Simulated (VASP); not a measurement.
Band structure of Ba (space group Im-3m). Level of theory: r2SCAN meta-GGA, VASP's PBE PAW potentials (set 64) (plane waves; VASP).

Unless said otherwise, spin-orbit coupling is left out, though it shifts the bands of the heavy elements here.

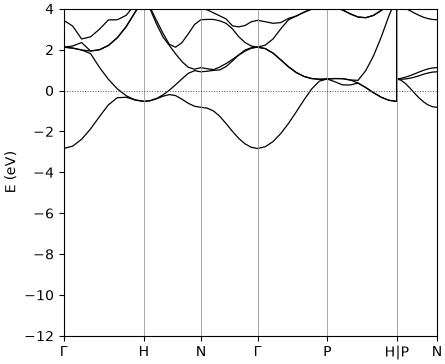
Bands along high-symmetry lines, zero at the valence-band maximum or, without a gap, the Fermi level

### Question
Read the plot: is there a gap, and where are the band edges?

### Answer
It has no gap at this level: it comes out as a metal or semimetal.

The structure comes from a measured Ba entry (Im-3m) of the Crystallography Open Database, whose conditions weren't checked. It was relaxed first.
